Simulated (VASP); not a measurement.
Band structure of Mg2Si (antifluorite). All values below come from PW91 GGA, VASP's PBE PAW potentials (set 64) (plane waves; VASP).

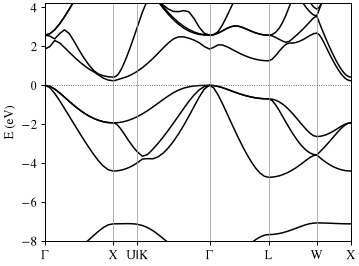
Fig. 1. Bands along high-symmetry lines, zero at the valence-band maximum or, without a gap, the Fermi level

Read the plot: is there a gap, and where are the band edges?

The gap is indirect, 0.24 eV, from the valence maximum at Γ to the conduction minimum at X. (Edges off the drawn lines would not show.)

Measured: gap 0.77 eV (computed value off by -0.53 eV), as given by Byungki Ryu et al., Journal of the Korean Physical Society (2019), arXiv:1905.06140.

The compound is Mg2Si in the antifluorite structure. It was relaxed first.
